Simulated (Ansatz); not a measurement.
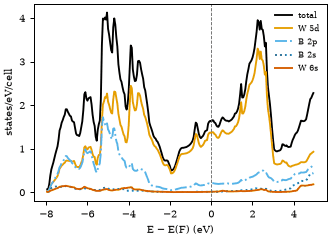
*Total and projected density of states of BW in space group Cmcm (No. 63; B on 4c, W on 4c), PBEsol (plane waves, PAW; program Ansatz)*

Problem. Which orbitals carry the states next to the Fermi level?

Solution. Within 0.5 eV of the Fermi level: W 5d 84 %, B 2p 13 %. Projections are on Löwdin-orthogonalised atomic valence shells; empty p or d shells of many metals are not among them.

Problem. Where is the tallest occupied peak in this window, and what makes it?

Solution. Near -5.1 eV, about 4.1 states/eV per cell; the largest projected share is W 5d.

The workflow started from a Materials Project entry (that database holds measured and hypothetical structures alike); the Crystallography Open Database copy checked does not list it. COD files the formula under space group No. 141. Its standing as an ambient phase is unchecked. The cell was relaxed with PBEsol under the symmetry of its start; whether a distortion lowers the energy is not shown. The run is not spin-polarised. Scalar-relativistic: spin–orbit coupling is off unless named, which matters more the heavier the elements.

Potentials: the later of the program's two PAW sets.
